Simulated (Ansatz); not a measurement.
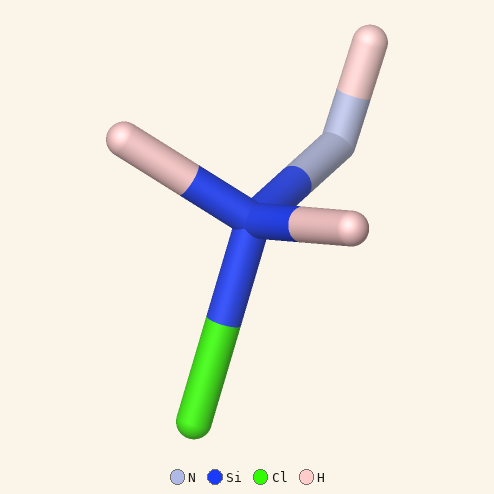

A stick model of a molecule.

State: neutral, doublet.

Identify the structure.

The molecule is ClH3NSi. As SMILES it reads `[NH][SiH2]Cl`. It has no ring. Among its groups: Si–H bond, Si–N bond. The point group is Cs. It is an open-shell species. Coordination: 1 N bent; 1 Si tetrahedral.

More results for the same structure follow; atom numbers are the same in all pictures, views and colours differ. The computed structure is the end point of a PBE0-D4/def2-TZVP optimisation.

**Geometry**

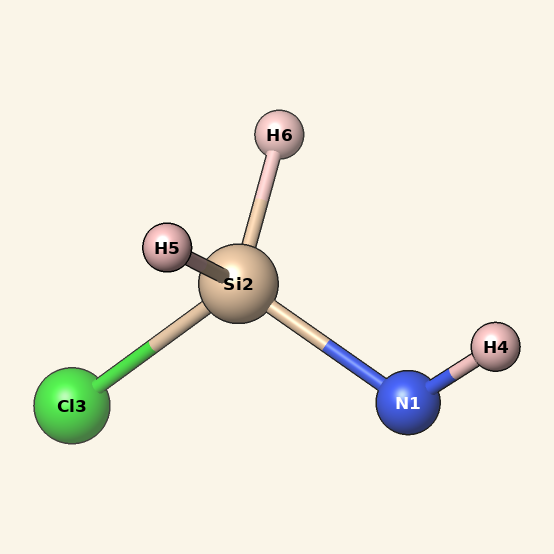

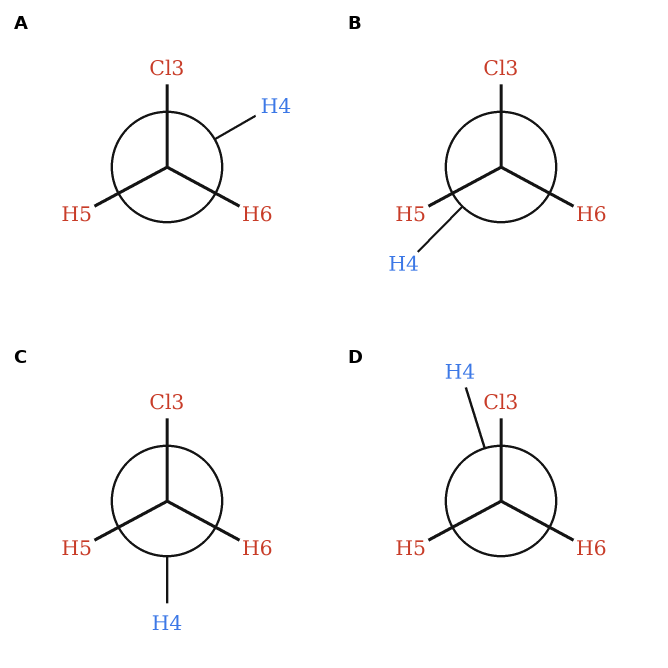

Depth is shown by fading: the farther an atom, the more it takes the colour of the background. Bonds that would overlap in a projection are set slightly apart.

**Which Newman projection shows the view along Si2–N1, with Si2 in front?**

C. The torsion angle Cl3–Si2–N1–H4 is 180°, antiperiplanar (anti).

**Levels of theory compared**

Program: Ansatz 0.2.0.

Compare dipole (D), HOMO energy (eV) at these levels: B3LYP-D4/def2-TZVPP; PBE-D4/def2-TZVPP; r2SCAN-D4/def2-TZVPP; ωB97M-V/def2-TZVPP.

| level | dipole (D) | HOMO energy (eV) |
| --- | --- | --- |
| B3LYP-D4/def2-TZVPP | 2.37 | −8.18 |
| PBE-D4/def2-TZVPP | 2.27 | −6.92 |
| r2SCAN-D4/def2-TZVPP | 2.34 | −7.27 |
| ωB97M-V/def2-TZVPP | 2.37 | −10.79 |

**Vibrations**

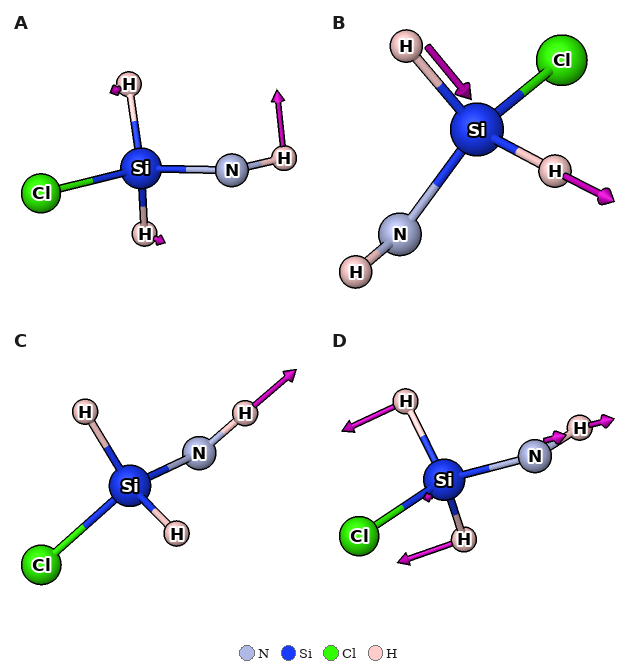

4 normal modes of one molecule or complex, as arrows. Harmonic vibrations computed with UKS PBE0-D4/def2-TZVP (Ansatz 0.2.0) at a stationary point of the same level.

**Match the panels to the wavenumbers 211 cm⁻¹, 785 cm⁻¹, 2227 cm⁻¹, 3478 cm⁻¹.**

A: 211 cm⁻¹
B: 2227 cm⁻¹, out-of-phase stretching of 2 Si–H bonds
C: 3478 cm⁻¹, N–H stretching
D: 785 cm⁻¹

**Thermal motion**

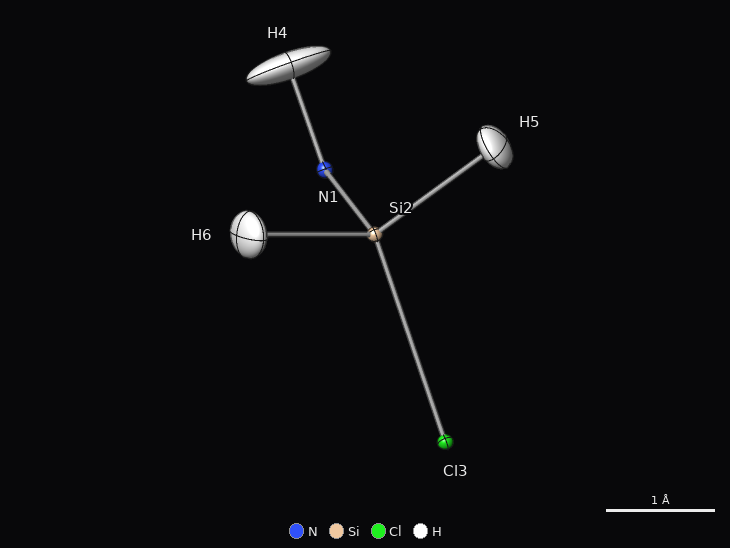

Displacement ellipsoids at the 50 % level, from the internal vibrations of the free molecule (harmonic, no overall translation or rotation; no half-axis is drawn under 0.075 Å). Vibrations computed with UKS PBE0-D4/def2-TZVP (Ansatz 0.2.0). Temperature: 100 K.

Give the displacement parameters, one line for each set of equivalent atoms.

| atom | U_eq (Å²) | rms amplitudes (Å) |
| --- | --- | --- |
| N1 | 0.0015 | 0.028, 0.031, 0.052 |
| Si2 | 0.00056 | 0.015, 0.022, 0.031 |
| Cl3 | 0.00031 | 0.006, 0.014, 0.026 |
| H4 | 0.0345 | 0.083, 0.153, 0.270 |
| H5, H6 | 0.0178 | 0.087, 0.144, 0.158 |
